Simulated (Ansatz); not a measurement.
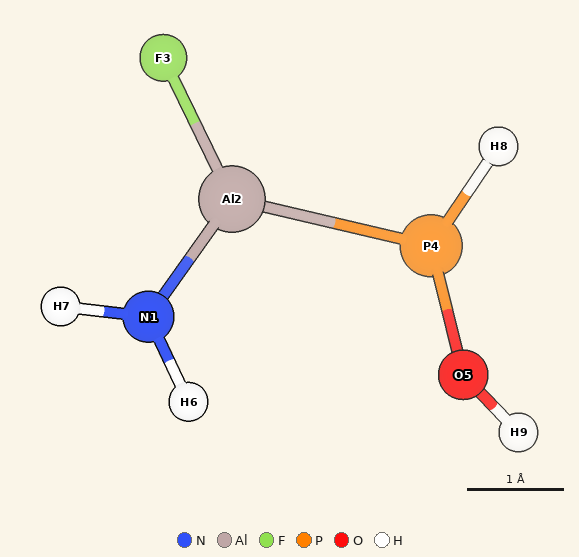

Figure 1. The structure as given in the input (ball-and-stick view, seen at a tilt; atoms are numbered from 1 in the order of the input). Sticks mark near contacts. Bond lengths as drawn: Al–F 1.66 Å, Al–N 1.77 Å, Al–P 2.35 Å, H–N 1.01 Å, H–O 0.97 Å, H–P 1.43 Å and O–P 1.71 Å.

## AlPNH₄OF: frequency calculation

System: AlPNH₄OF.
Method: B3LYP/6-31G*, RKS (Ansatz 0.2.0).

The geometry was optimised with B3LYP/6-31G*. Figures and captions count atoms from 1; the log counts them from 0 in places.

Input file:
```yaml
crystal:
  periodic: [false, false, false]
  atoms:
    - {symbol: N, position_ang: [1.499446, 1.006850, -0.214091]}
    - {symbol: Al, position_ang: [0.883648, -0.569974, 0.301343]}
    - {symbol: F, position_ang: [1.916416, -1.659385, 1.015657]}
    - {symbol: P, position_ang: [-1.327079, -1.208155, -0.166977]}
    - {symbol: O, position_ang: [-1.897689, 0.382075, -0.427878]}
    - {symbol: H, position_ang: [0.897517, 1.725635, -0.597131]}
    - {symbol: H, position_ang: [2.445481, 1.346887, -0.095189]}
    - {symbol: H, position_ang: [-1.683321, -1.399551, 1.209058]}
    - {symbol: H, position_ang: [-2.645819, 0.329318, -1.041892]}
basis:
  gaussian: {orbitals: "6-31G*"}
phonons: {temperatures: {t_min: 298.15, t_max: 298.15, t_step: 1}}
hamiltonian: {xc: {name: B3LYP}}
```

Launched with:
```bash
ansatz run molecule.yaml --threads 1 --pin off --max-ram 3480MiB --events-out events.jsonl --progress --plain --runs-dir runs
```

Output:
```
Functional definition: B3LYP
  name "B3LYP"
  parameter a0 = 0.2
  parameter ax = 0.72
  parameter ac = 0.81
  exchange = (1 - a0 - ax)*slater_x + ax*b88_x + a0*exact_x
  correlation = (1 - ac)*vwn_rpa_c + ac*lyp_c
909 factors; integrals over basis functions are off by at most 7.0e-4 eV
mean field evaluation 1: about -22196.1651 eV, gradient 8.0e1 eV
mean field evaluation 2: about -22163.2489 eV, gradient 1.4e2 eV
mean field evaluation 4: about -22207.6198 eV, gradient 1.0e1 eV
mean field evaluation 8: about -22207.8006 eV, gradient 4.0e-1 eV
mean field evaluation 16: about -22207.8010 eV, gradient 2.6e-5 eV
mean field -22207.80097721 eV, -816.1216329244 hartree, gradient 2.6e-5 eV, S^2 0.000000; 0 other end points of the search recorded, 0 dependent functions left out
the calculation of the forces begins
reference -22207.80124559 eV, -816.1216427869 hartree; 28, 28 occupied and 63, 63 virtual orbitals, 909 factors
these checks for a lower state are left out or cut short: stability, starts, cluster_reference, orbital_swaps, neighbouring_geometries, increment
909 factors; integrals over basis functions are off by at most 7.0e-4 eV
mean field -22207.80078052 eV, -816.1216256962 hartree, gradient 1.5e-6 eV, S^2 0.000000; 0 other end points of the search recorded, 0 dependent functions left out
[... from here on the field's lines of each further geometry are left out, up to the last ...]
the calculation of the forces begins
reference -22207.80118176 eV, -816.1216404413 hartree; 28, 28 occupied and 63, 63 virtual orbitals, 909 factors
these checks for a lower state are left out or cut short: stability, starts, cluster_reference, orbital_swaps, neighbouring_geometries, increment
909 factors; integrals over basis functions are off by at most 7.0e-4 eV
mean field -22207.80091566 eV, -816.1216306624 hartree, gradient 1.7e-6 eV, S^2 0.000000; 0 other end points of the search recorded, 0 dependent functions left out
the calculation of the forces begins
reference -22207.80118405 eV, -816.1216405256 hartree; 28, 28 occupied and 63, 63 virtual orbitals, 909 factors
Total energy: -22207.80124559 eV, -816.1216427869 hartree
Atom 0 at     1.499446     1.006850    -0.214091 Å, force    -0.000809    -0.000423    -0.000079 eV/Å
Atom 1 at     0.883648    -0.569974     0.301343 Å, force     0.000949    -0.001737     0.000712 eV/Å
Atom 2 at     1.916416    -1.659385     1.015657 Å, force    -0.000415     0.001244    -0.000473 eV/Å
Atom 3 at    -1.327079    -1.208155    -0.166977 Å, force     0.000503     0.001361     0.000680 eV/Å
Atom 4 at    -1.897689     0.382075    -0.427878 Å, force    -0.000685    -0.001037    -0.000948 eV/Å
Atom 5 at     0.897517     1.725635    -0.597131 Å, force     0.000452     0.000139     0.000084 eV/Å
Atom 6 at     2.445481     1.346887    -0.095189 Å, force    -0.000160    -0.000241     0.000206 eV/Å
Atom 7 at    -1.683321    -1.399551     1.209058 Å, force     0.000875    -0.000529     0.000234 eV/Å
Atom 8 at    -2.645819     0.329318    -1.041892 Å, force    -0.000710     0.001222    -0.000417 eV/Å
Dipole moment:    -0.178364     0.347490    -0.214034 e Å
Vibrations: 50.96 84.00 174.45 199.41 219.29 282.40 360.66 400.28 406.12 636.97 668.67 741.23 796.86 913.77 921.71 1128.77 1595.84 2318.68 3573.85 3667.55 3761.26 cm⁻¹, zero-point energy 1.419789 eV
```

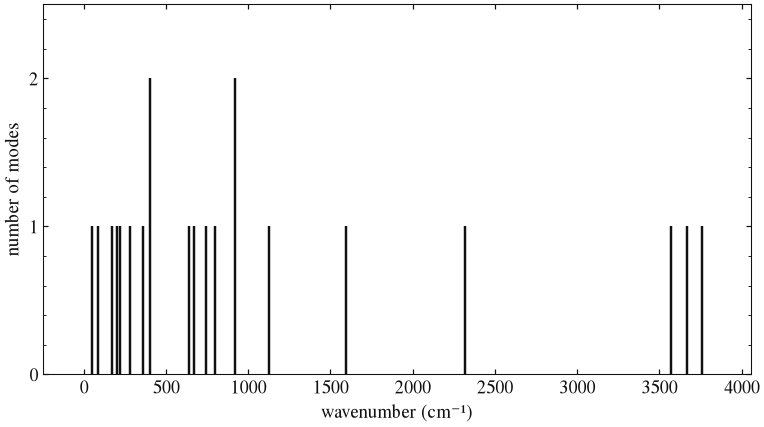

Figure 2. Harmonic vibrational wavenumbers from the force constants; neighbouring modes closer than 17 cm⁻¹ are counted in one stick. 21 modes from 51 to 3761 cm⁻¹, none imaginary.

Key numbers:

- outcome: converged
- total energy: −816.121643 hartree
- basis functions: 91
- largest force: 0.002 eV/Å
- zero-point energy: 0.052176 hartree
- dipole moment: 2.14 D
- wavenumbers, lowest and highest: 51 and 3761 cm⁻¹
- hardware: 1 thread of Intel Xeon @ 2.50GHz (Skylake/Cascade Lake), 16 GiB of memory available, shared host
- wall time: 5.3 min
- peak memory: 0.22 GiB
